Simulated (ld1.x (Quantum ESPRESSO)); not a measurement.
Input of ld1.x (Quantum ESPRESSO) 7.5:

```
 &input
   title='Gd', zed=64., rel=2, dft='PBESOL', iswitch=3,
   config='[Xe] 4f7 5d2 6s1 6p0', rel_dist='average',
   nld=7, rlderiv=3.90, eminld=-3.0, emaxld=5.0, deld=0.02
 /
 &inputp
   pseudotype=2, tm=.true., lloc=0,
   nlcc=.true., rcore=0.75,
   file_pseudopw='Gd.UPF', file_wfcaegen='ae.wfc', file_wfcncgen='nc.wfc', file_beta='beta', file_chi='chi'
 /
4
6P  2  1   0.00   0.00  3.60  3.60  0.0
5D  3  2   2.00   0.00  3.60  3.60  0.0
4F  4  3   7.00   0.00  1.25  1.25  0.0
6S  1  0   1.00   0.00  2.45  2.45  0.0
 &test
   configts(1)='4f7 5d2 6s1 6p0'
 /
```

Command:
```bash
ld1.x < Gd.in > Gd.out
```

Functional and relativity: PBEsol, fully relativistic.

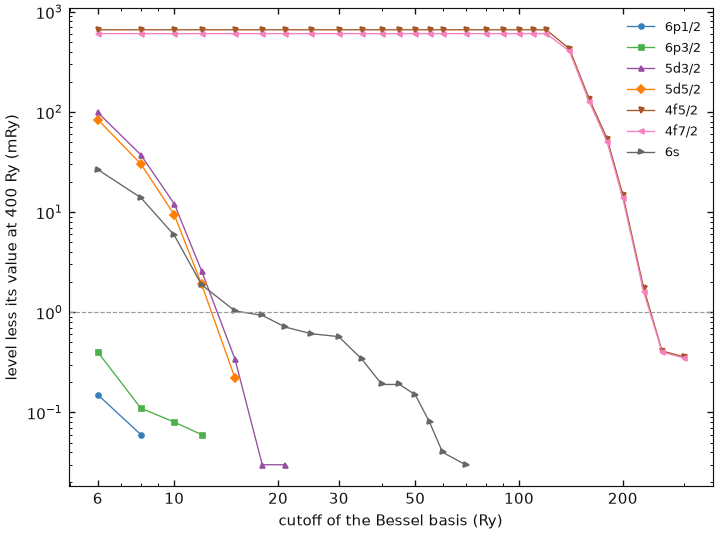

The pseudo-atom Hamiltonian at the reference potential is diagonalised in spherical Bessel functions (20 bohr box) up to the cutoff. Curves: distance of each valence level from its value at 400 Ry.

At which cutoff does each level come within 1 mRy for good?

6p1/2: 6 Ry or less; 6p3/2: 6 Ry or less; 5d3/2: 15 Ry; 5d5/2: 15 Ry; 4f5/2: 260 Ry; 4f7/2: 260 Ry; 6s: 18 Ry.

Which occupied shell is the hardest?

4f: its level needs 260 Ry to come within 1 mRy, against 18 Ry for 6s.

What cutoffs are needed for 10 mRy and 1 mRy in the sum of levels?

260 Ry and over 300 Ry, on the ladder of cutoffs that was run.
